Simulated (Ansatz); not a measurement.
```yaml
atoms:
  - { symbol: F, position_ang: [1.6150, -1.0571, 2.6540] }
  - { symbol: Sc, position_ang: [1.2489, -1.2326, 0.8567] }
  - { symbol: F, position_ang: [2.0677, -2.5631, -0.1203] }
  - { symbol: O, position_ang: [0.0456, -0.0548, 0.0227] }
  - { symbol: Si, position_ang: [-0.9993, 0.9822, -0.6872] }
  - { symbol: H, position_ang: [-2.2322, 1.1095, 0.1354] }
  - { symbol: H, position_ang: [-1.3763, 0.4926, -2.0402] }
  - { symbol: H, position_ang: [-0.3694, 2.3234, -0.8211] }
```

Geometry: PBE0-D4/def2-TZVP.

All numbers below come from RKS PBE0-D4/def2-TZVPP (Ansatz).

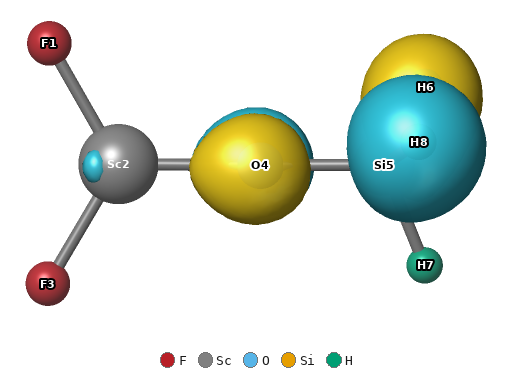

F₂H₃OScSi. The HOMO−1 at ±0.15 Å⁻³ᐟ² (yellow and cyan are the two phases), seen across its widest extent.

Q: What is the character of this orbital?

A: By Hirshfeld shares it lies mainly on O4 (about 30 %), Si5 (about 25 %), H8 (about 25 %) and H6 (about 15 %). Its energy is −8.94 eV.
